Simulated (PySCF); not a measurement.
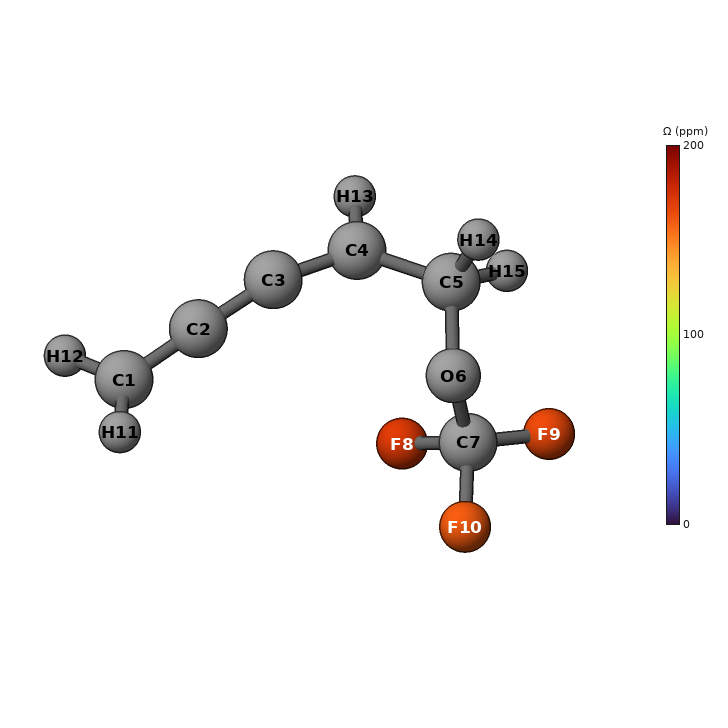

The F atoms are coloured by the span of their shielding tensor. Geometry: a frame of a GFN2-xTB molecular-dynamics simulation, not a minimum. Level of theory: GIAO PBE0/pcSseg-1 NMR shielding, non-relativistic, gas phase (PySCF 2.14.0). Principal shieldings σ11 ≤ σ22 ≤ σ33, span Ω = σ33 − σ11, skew κ = 3(σiso − σ22)/Ω.

Give the shielding tensors of the F atoms.

```tsv
atom	σ11	σ22	σ33	σiso	Ω	κ
F8	177.4	214.1	348.5	246.7	171.0	0.57
F9	194.9	248.8	360.1	268.0	165.3	0.35
F10	193.6	222.5	353.1	256.4	159.5	0.64
```

Shieldings and span in ppm.
